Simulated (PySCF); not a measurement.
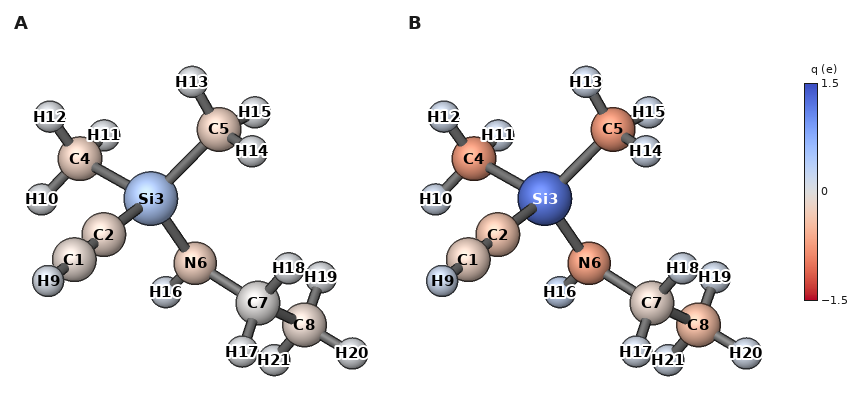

Atomic charges of one calculation by 2 schemes, on one colour scale. Computed geometry: GFN2-xTB optimisation. No frequency run is at hand to confirm it as a minimum. Level of theory: PBE0/pcSseg-1 (PySCF 2.14.0).

Question: The schemes are Hirshfeld, IAO. Which panel shows which?

Answer: A Hirshfeld, B IAO.

List the charges (e), one line for each set of equivalent atoms.

```json
{"atom": "C1", "Hirshfeld": "−0.10", "IAO": "−0.21"}
{"atom": "C2", "Hirshfeld": "−0.16", "IAO": "−0.35"}
{"atom": "Si3", "Hirshfeld": "0.44", "IAO": "1.18"}
{"atom": "C4", "Hirshfeld": "−0.22", "IAO": "−0.73"}
{"atom": "C5", "Hirshfeld": "−0.22", "IAO": "−0.73"}
{"atom": "N6", "Hirshfeld": "−0.24", "IAO": "−0.67"}
{"atom": "C7", "Hirshfeld": "−0.02", "IAO": "−0.13"}
{"atom": "C8", "Hirshfeld": "−0.12", "IAO": "−0.42"}
{"atom": "H9", "Hirshfeld": "0.09", "IAO": "0.20"}
{"atom": "H10", "Hirshfeld": "0.04", "IAO": "0.16"}
{"atom": "H11", "Hirshfeld": "0.04", "IAO": "0.16"}
{"atom": "H12", "Hirshfeld": "0.04", "IAO": "0.16"}
{"atom": "H13", "Hirshfeld": "0.04", "IAO": "0.16"}
{"atom": "H14", "Hirshfeld": "0.04", "IAO": "0.16"}
{"atom": "H15", "Hirshfeld": "0.04", "IAO": "0.16"}
{"atom": "H16", "Hirshfeld": "0.11", "IAO": "0.25"}
{"atom": "H17", "Hirshfeld": "0.03", "IAO": "0.12"}
{"atom": "H18", "Hirshfeld": "0.04", "IAO": "0.13"}
{"atom": "H19", "Hirshfeld": "0.04", "IAO": "0.14"}
{"atom": "H20", "Hirshfeld": "0.04", "IAO": "0.14"}
{"atom": "H21", "Hirshfeld": "0.04", "IAO": "0.13"}
```

The geometry is semi-empirical. Around Si such bond lengths and angles can be off by a tenth of an ångström or more and by several degrees, and values that hang on the shape move with them.
